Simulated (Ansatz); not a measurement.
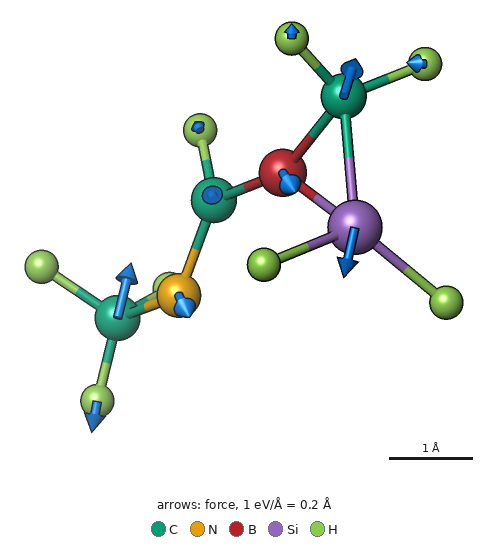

Starting geometry of C3H8BNSi with the computed forces as blue arrows. A ball-and-stick model, seen from a free direction.

The run prepares an end point of a later path (torsion) calculation, from a guessed geometry.

The calculation used Ansatz 0.2.0, RKS revPBE-D4/6-31G*. Set-up: no spin polarisation; force threshold 0.015 eV/Å; at most 40 steps.

Is this structure relaxed? If not, where do the atoms go?

Answer. It isn't relaxed: the largest force vector, on a C atom, is 3.76 eV/Å. The final displacements have little in common with the starting forces (cosine between the two patterns 0.14). The largest moves after the best rigid fit, 1.01 Å, are those of H atoms. By element the largest moves are H 1.01 Å, Si 0.58 Å, B 0.45 Å, N 0.28 Å, C 0.27 Å. Some distances before and after: C–Si 1.776 → 2.140 Å, B–Si 2.109 → 1.926 Å, B–C 1.573 → 1.499 Å, C–H 1.047 → 1.106 Å. Bond angles that change, for instance: Si–C–H 113.8° → 88.8°, C–B–C 156.3° → 132.9°, Si–C–H 114.6° → 136.0°. Groups turn about C–N by about 60°. Over 28 accepted moves (30 points after the start) the energy falls by 136.8 kJ/mol. The largest force component goes from 3.4 to 0.013 eV/Å. The line search rejected the trial steps at points 18, 23 of the run.
